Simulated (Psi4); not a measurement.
**MoCl2O2 (molybdenum dichloride dioxide): M06-L/def2-SVP (core potential)**

What is the vertical singlet–triplet gap of MoCl2O2 (molybdenum dichloride dioxide) at M06-L/def2-SVP (core potential)? 

The calculation is run with Psi4 1.11.

10 further runs of the same task are left out: 8 that didn't finish, 2 set aside as unsound or not needed.

### Step 1. The structure to begin with

MoCl2O2: 5 atoms, total charge 0, spin state singlet. SMILES: `O=[Mo](=O)(Cl)Cl`. The coordinates come from a PBE0-D4/def2-TZVP relaxation.

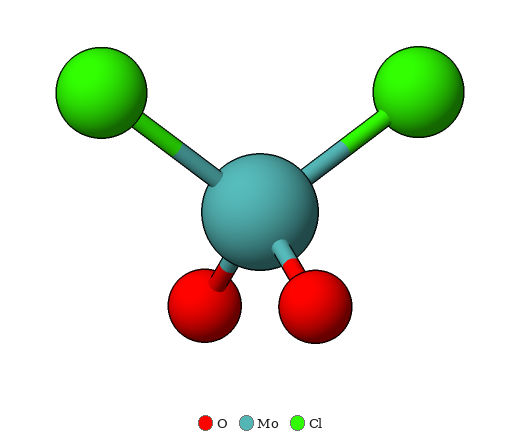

The structure, seen from a chosen angle (oxygen red, molybdenum teal, chlorine green).

### Step 2. Energy and gradient at M06-L/def2-SVP (core potential)

run.py

```python
import numpy as np
from ase.calculators.psi4 import Psi4
from ase import Atoms

mol = Atoms(['O', 'Mo', 'O', 'Cl', 'Cl'], positions=[
    [0.160790, -0.193810, 1.710330],
    [0.067390, -0.061640, 0.055230],
    [1.227030, -1.074450, -0.573270],
    [-1.960190, -0.720580, -0.637400],
    [0.504990, 2.050480, -0.554890],
])
calc = Psi4(atoms=mol, method='m06-l', basis='def2-SVP', memory='2200MB', num_threads=1, charge=0, multiplicity=1, label='psi4-calc')
calc.psi4.set_options({'puream': True, 'e_convergence': 1e-09, 'd_convergence': 1e-08, 'scf_type': 'pk', 'dft_radial_points': 99, 'dft_spherical_points': 590})
mol.calc = calc

forces = mol.get_forces()
print(f'energy: {mol.get_potential_energy():.6f} eV')
print('forces / eV A^-1')
print(np.round(forces, 5))
```

On the command line:

```
python run.py
```

psi4-calc.dat, cut to the lines that bear on the results:

```text
[...]
    !!!  WARNING: ECP capability is in beta. Please check occupations closely.  !!!
[...]
  Running in c1 symmetry.
[...]
  Nuclear repulsion =  327.309723448332477
[...]
  Multiplicity = 1
[...]
  Nalpha       = 32
  Nbeta        = 32
[...]
    Number of basis functions: 95
[...]
   @RKS iter   1: -1137.79954350772368    3.01009e-01   1.63275e-02 ADIIS/DIIS
[...]
   @RKS iter  16: -1138.86912582565128    6.82121e-13   1.72910e-09 DIIS
[...]
    Orbital Energies [Eh]
    ---------------------
    Doubly Occupied:
       1A   -101.175823     2A   -101.175796     3A    -19.041076
       4A    -19.041074     5A     -9.446183     6A     -9.446175
       7A     -7.154970     8A     -7.154963     9A     -7.150782
      10A     -7.150773    11A     -7.149805    12A     -7.149800
      13A     -2.648318    14A     -1.684331    15A     -1.675148
      16A     -1.662102    17A     -0.933972    18A     -0.926886
      19A     -0.814919    20A     -0.810671    21A     -0.444356
      22A     -0.436591    23A     -0.428032    24A     -0.423854
      25A     -0.411410    26A     -0.388707    27A     -0.361670
      28A     -0.343167    29A     -0.340670    30A     -0.331441
      31A     -0.330273    32A     -0.323655
[...]
  @RKS Final Energy: -1138.86912582565128
   => Energetics <=
    Nuclear Repulsion Energy =            327.3097234483324769
    One-Electron Energy =               -2244.7603011396940929
    Two-Electron Energy =                 860.1017567911071637
    DFT Exchange-Correlation Energy =     -81.5203049253969141
    Empirical Dispersion Energy =           0.0000000000000000
    VV10 Nonlocal Energy =                  0.0000000000000000
    Total Energy =                      -1138.8691258256512810
[...]
 Multipole Moments:
 ------------------------------------------------------------------------------------
     Multipole            Electronic (a.u.)      Nuclear  (a.u.)        Total (a.u.)
 ------------------------------------------------------------------------------------
 L = 1.  Multiply by 2.5417464519 to convert [e a0] to [Debye]
 Dipole X            :         10.3590343          -10.6153946           -0.2563603
 Dipole Y            :         -9.4691466            9.7034175            0.2342709
 Dipole Z            :          8.4881086           -8.6981482           -0.2100396
 Magnitude           :                                                    0.4058573
[...]
  -Total Gradient:
     Atom            X                  Y                   Z
    ------   -----------------  -----------------  -----------------
       1       -0.001358870299     0.001653920594    -0.014660636425
       2        0.003534945569    -0.003251223642     0.002906984958
       3       -0.010505953485     0.009204519790     0.004930245419
       4        0.010502329018     0.003376791509     0.003600761146
       5       -0.002226697012    -0.010932942864     0.003177596199
[...]
```

Standard output:

```text
energy: -30990.207414 eV
forces / eV A^-1
[[ 0.06988 -0.08505  0.75388]
 [-0.18177  0.16718 -0.14948]
 [ 0.54024 -0.47332 -0.25352]
 [-0.54005 -0.17364 -0.18516]
 [ 0.1145   0.56219 -0.1634 ]]
```

Run time: 25 s. Hardware: 1 thread of Intel Xeon 6975P-C (Granite Rapids), shared host; peak memory 1.1 GiB.

### Step 3. The triplet, same level

cl2moo2.inp

```
memory 2200 MB

molecule system {
  0 3
  O      0.160790    -0.193810     1.710330
  Mo     0.067390    -0.061640     0.055230
  O      1.227030    -1.074450    -0.573270
  Cl    -1.960190    -0.720580    -0.637400
  Cl     0.504990     2.050480    -0.554890
  symmetry c1
}

set basis def2-SVP
set reference uks
set puream true
set e_convergence 1e-09
set d_convergence 1e-08
set scf_type pk
set dft_radial_points 99
set dft_spherical_points 590
set maxiter 100

result, w = gradient('m06-l', return_wfn=True)
oeprop(w, 'WIBERG_LOWDIN_INDICES', 'QUADRUPOLE', 'MAYER_INDICES', title='M06-L')
print_variables()
```

On the command line:

```
psi4 -i cl2moo2.inp -o cl2moo2.out -n 1
```

cl2moo2.out, cut to the lines that bear on the results:

```text
[...]
    !!!  WARNING: ECP capability is in beta. Please check occupations closely.  !!!
[...]
  Running in c1 symmetry.
[...]
  Nuclear repulsion =  327.309723448332477
[...]
  Multiplicity = 3
[...]
  Nalpha       = 33
  Nbeta        = 31
[...]
    Number of basis functions: 95
[...]
   @UKS iter   1: -1137.80961259658716    2.90940e-01   1.50317e-02 ADIIS/DIIS
[...]
   @UKS iter  24: -1138.72417744244399    1.36424e-12   4.69479e-09 DIIS
[...]
   @S^2 Observed:                2.013222085E+00
[...]
  @UKS Final Energy: -1138.72417744244399
   => Energetics <=
    Nuclear Repulsion Energy =            327.3097234483324769
    One-Electron Energy =               -2245.0457812875192758
    Two-Electron Energy =                 860.5955144784470576
    DFT Exchange-Correlation Energy =     -81.5836340817042611
    Empirical Dispersion Energy =           0.0000000000000000
    VV10 Nonlocal Energy =                  0.0000000000000000
    Total Energy =                      -1138.7241774424439882
[...]
  -Total Gradient:
     Atom            X                  Y                   Z
    ------   -----------------  -----------------  -----------------
       1        0.001933836326     0.001361407072    -0.103713682418
       2        0.044863256217    -0.041000983611     0.036759179456
       3       -0.069187552947     0.060100994940     0.048609385792
       4        0.024695417682     0.005037390188     0.009588283029
       5       -0.002395273702    -0.025414017065     0.008681954230
[...]
 Multipole Moments:
 ------------------------------------------------------------------------------------
     Multipole            Electronic (a.u.)      Nuclear  (a.u.)        Total (a.u.)
 ------------------------------------------------------------------------------------
 L = 1.  Multiply by 2.5417464519 to convert [e a0] to [Debye]
 Dipole X            :         10.7129666          -10.6153946            0.0975720
 Dipole Y            :         -9.7925660            9.7034175           -0.0891485
 Dipole Z            :          8.7780712           -8.6981482            0.0799230
 Magnitude           :                                                    0.1544520
 L = 2.  Multiply by 1.3450342976 to convert [e a0^2] to [Debye ang]
 Quadrupole XX       :       -329.3871592          285.4932944          -43.8938648
 Quadrupole XY       :       -116.8878839          116.4531789           -0.4347050
[...]
```

It took 46 s on 1 thread of Intel Xeon 6975P-C (Granite Rapids), shared host; peak memory 1.1 GiB.

### Step 4. What came out

Level: M06-L/def2-SVP (core potential).

```
                                        quantity           value
                           singlet: total energy  -1138.86913 Eh
                          singlet: dipole moment          1.03 D
                            singlet: HOMO energy        -8.81 eV
                            singlet: LUMO energy        -4.49 eV
                          singlet: HOMO–LUMO gap         4.32 eV
               singlet: largest force on an atom      0.762 eV/Å
                           triplet: total energy  -1138.72418 Eh
                          triplet: dipole moment          0.39 D
     triplet: HOMO energy (highest over α and β)        -4.69 eV
                                   triplet: ⟨S²⟩           2.013
               triplet: largest force on an atom      5.335 eV/Å
vertical energy of the triplet above the singlet        3.944 eV
```

**Reading.** At this shape the triplet lies 3.94 eV (91 kcal/mol) above the singlet. The largest force (singlet) is 0.76 eV/Å: the shape isn't a stationary point for this species at this level.
